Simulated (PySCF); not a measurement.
# C3H9As, SMILES `C[As](C)C`: electronic structure

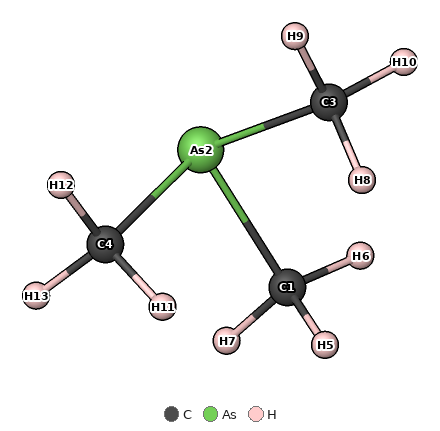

The molecule, with its atoms numbered as below. No frequency check shows the geometry to be a minimum.

Coordinates in Å:

```
C1       0.6053   -1.5894    0.5226
As2     -0.0005    0.0005   -0.4801
C3       1.0752    1.3171    0.5242
C4      -1.6786    0.2706    0.5248
H5       0.5420   -1.4165    1.5959
H6       1.6369   -1.8260    0.2683
H7      -0.0105   -2.4521    0.2705
H8       0.9604    1.1718    1.5973
H9       0.7630    2.3304    0.2701
H10      2.1289    1.2168    0.2700
H11     -1.4958    0.2391    1.5978
H12     -2.1184    1.2347    0.2725
H13     -2.3996   -0.5047    0.2716
```

### 1. Bonding charge

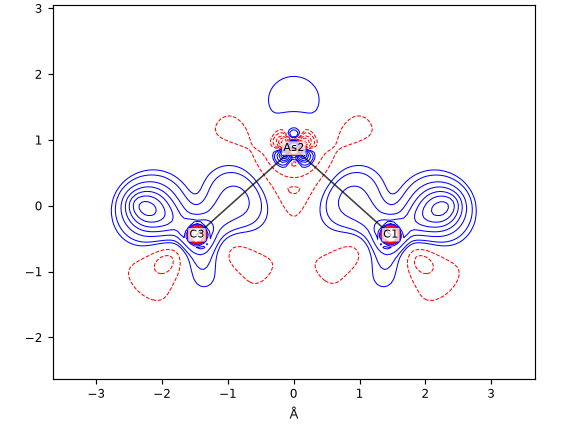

Deformation density (molecule less spherical, spin-averaged free atoms) in the plane of C1, As2 and C3; contours at ±0.05 to ±0.8 e/Å³; solid blue lines: gain, dashed red lines: loss.

Computed with PySCF, B3LYP/def2-SVPD, geometry: GFN2-xTB.

**How much density has each bond in this plane gained at its critical point, relative to the free atoms?**

As2–C3 and C1–As2: +0.17 e/Å³ at the bond critical point (bond length 1.98 Å). In all, 2.7 electrons gather in the regions of gain relative to the promolecule.

**Where do the Hirshfeld charges lie?**

The highest Hirshfeld charge is on As2 (+0.21 e), the lowest on C1, C3 and C4 (−0.16 e).

| atom | charge (e) |
| --- | --- |
| C1 | −0.16 |
| As2 | +0.21 |
| C3 | −0.16 |
| C4 | −0.16 |
| H5 | +0.03 |
| H6 | +0.03 |
| H7 | +0.03 |
| H8 | +0.03 |
| H9 | +0.03 |
| H10 | +0.03 |
| H11 | +0.03 |
| H12 | +0.03 |
| H13 | +0.03 |

### 2. Bond critical points

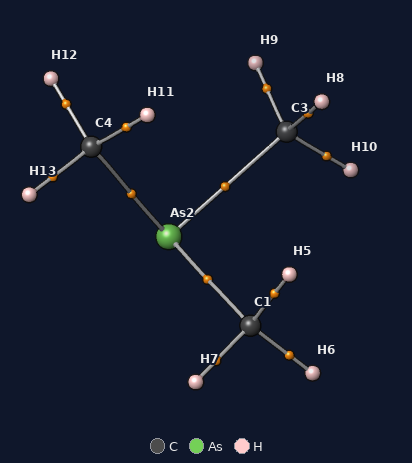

Molecular graph of the electron density (QTAIM): bond paths, bond critical points (orange), ring points (yellow, if any); weak paths are dashed.

**How many critical points of each kind are there, and does the count close?**

13 nuclei, 12 bond, 0 ring and 0 cage critical points: 13 − 12 + 0 − 0 = 1, as the Poincaré–Hopf relation requires.

**What does the calculation give at each kind of bond critical point?**

| bond | length (Å) | ρ (a.u.) | ∇²ρ (a.u.) | ε | H (a.u.) |
| --- | --- | --- | --- | --- | --- |
| C1–H6 (6 alike) | 1.089 | 0.275 | −0.99 | 0.01 | −0.295 |
| C1–H5 (3 alike) | 1.089 | 0.274 | −0.99 | 0.02 | −0.294 |
| As2–C4 | 1.974 | 0.135 | −0.07 | 0.04 | −0.086 |
| As2–C3 (2 alike) | 1.975 | 0.135 | −0.07 | 0.04 | −0.086 |

**What kind of interaction is As2–C4?**

Shared-shell (covalent): ρ = 0.135, ∇²ρ = −0.07, H = −0.086 a.u.

### 3. Electrostatic potential

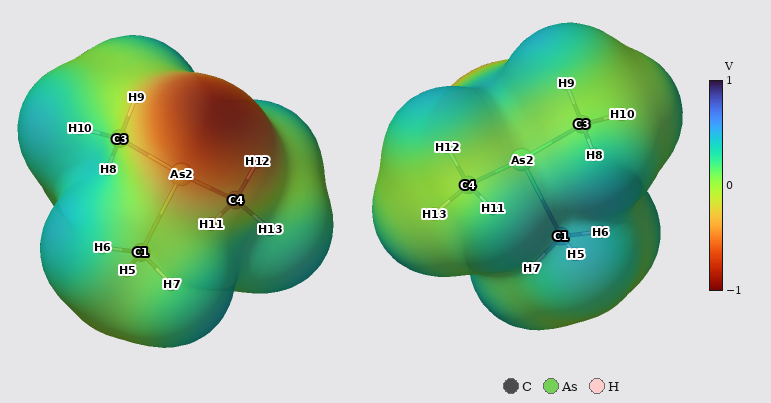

Electrostatic potential on the surface of electron density 0.001 a.u. (back view left, front view right).

**Where are the extremes of the potential on the surface?**

Highest: 0.49 V, 1.4 Å from H8, and at like points elsewhere. Lowest: −0.94 V, 2.5 Å from As2. Further minima include −0.04 V, near H5 (1.88 Å), H7 (1.89 Å), H6 (1.89 Å) and C1 (1.97 Å), and at like points elsewhere. The surface is sampled at points, so like sites can differ by a few per cent and only the strongest of them is named.

**What volume does the surface enclose, and what is the dipole moment?**

About 131 Å³; the dipole moment is 1.0 D.

### 4. In an electric field

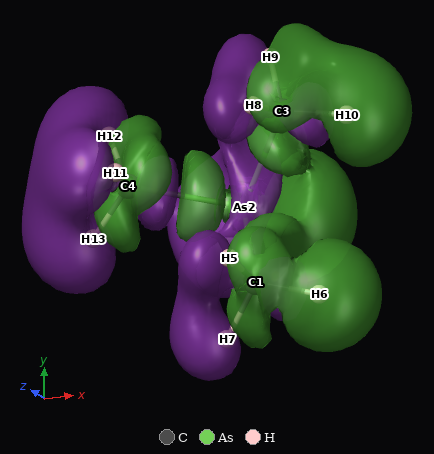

Change of the electron density in a uniform field of 0.21 V/Å, surfaces at ±0.001 e/Å³ (purple: gain, green: loss).

**Along which Cartesian direction does the field point?**

Along +x: electrons gather on the −x side, against the field.

**How large is the response?**

The induced dipole is 0.77 D (along the field); α along this axis, from the fields in both directions, is 76 bohr³ (11.2 Å³).

**Which atoms gain and lose the most charge?**

Electrons gather most on H13 (Hirshfeld charge changes by −0.009 e) and leave H10 most (+0.009 e); 0.068 electrons are displaced in all.

### 5. Removing or adding an electron

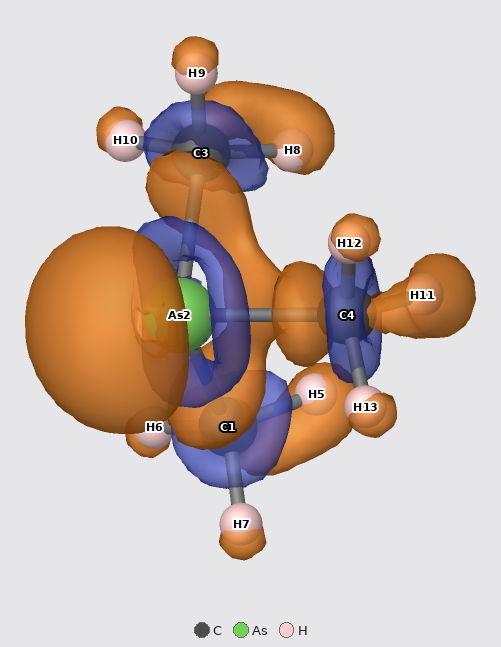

Fukui function f⁻ = ρ(N) − ρ(N−1) at fixed geometry, surfaces at ±0.03 e/Å³ (orange positive, blue negative).

**On which atoms does the density change most on removal of an electron?**

f⁻ (Hirshfeld-condensed) is largest on As2 (0.40); the vertical ionisation energy is 8.66 eV (the stability of the cation's solution wasn't checked). Condensed values hint at sites of electrophilic attack but needn't mark the atom that reacts. Orbital relaxation makes it negative in places (0.21 e in all).
